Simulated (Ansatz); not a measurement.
**CH4N2OSi: basis-set convergence**

Aim: see how fast density functionals converge with the basis set for CH4N2OSi.

Method: one geometry, several basis sets; program: Ansatz 0.2.0, Gaussian basis.

The runs, in order: PBE0-D4/def2-SVP; ωB97M-V/def2-SVP; PBE0-D4/def2-QZVPP; ωB97M-V/def2-QZVPP; the functionals' def2-TZVPP values are taken from earlier runs.

## 1. Structure used throughout

An earlier PBE0-D4 in a triple-zeta def2 set relaxation fixed the geometry.

SMILES `N#CN[SiH2]O`, 9 atoms, charge 0, spin multiplicity 1.

Atoms are counted from 1 here; the program's logs count them from 0.

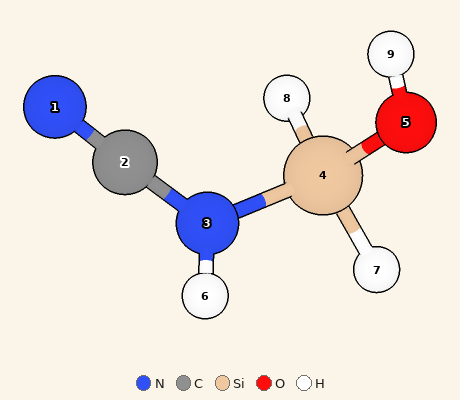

The geometry (nitrogen blue, carbon grey, silicon light orange, oxygen red, hydrogen white); atoms are numbered from 1 in the order of the file.

## 2. PBE0-D4 in def2-SVP

Contents of in.yaml:

```yaml
crystal:
  periodic: [false, false, false]
  atoms:
    - {symbol: N, position_ang: [2.574841, -0.466190, 1.136426]}
    - {symbol: C, position_ang: [1.786266, -0.252461, 0.319301]}
    - {symbol: N, position_ang: [0.843425, -0.028149, -0.592673]}
    - {symbol: Si, position_ang: [-0.866450, -0.232464, -0.272711]}
    - {symbol: O, position_ang: [-1.566515, 1.048332, 0.460758]}
    - {symbol: H, position_ang: [1.162524, 0.459126, -1.418020]}
    - {symbol: H, position_ang: [-1.496332, -0.328581, -1.602162]}
    - {symbol: H, position_ang: [-0.953478, -1.450139, 0.560971]}
    - {symbol: H, position_ang: [-1.395783, 1.204225, 1.391108]}
basis:
  gaussian: {orbitals: def2-SVP}
hamiltonian: {xc: pbe0, dispersion: d4}
output: {orbitals: {seedname: orbitals}}
```

Run with:

```console
$ ansatz run in.yaml --threads 2 --pin off --events-out ev --progress --plain --max-ram 4352MiB
```

After this run come: ωB97M-V in def2-SVP; PBE0-D4 in def2-QZVPP; ωB97M-V in def2-QZVPP.

Before running them: what should the planned runs give, taken together? Wanted: PBE0-D4: double and triple zeta above quadruple; ωB97M-V: double and triple zeta above quadruple.

**Answer**, as computed:

```
                                       quantity           value
PBE0-D4: double and triple zeta above quadruple  10.87, 0.62 eV
ωB97M-V: double and triple zeta above quadruple  11.05, 0.57 eV
```

What this shows: For PBE0-D4 the step from double to triple zeta gains 10.25 eV and the next only 0.62 eV. These are total energies; as a rule much of such shifts cancels in differences, which this series doesn't test. The LUMO of ωB97M-V is positive and keeps falling with the basis (2.27 to 0.96 eV): an unbound level that the basis holds in place.
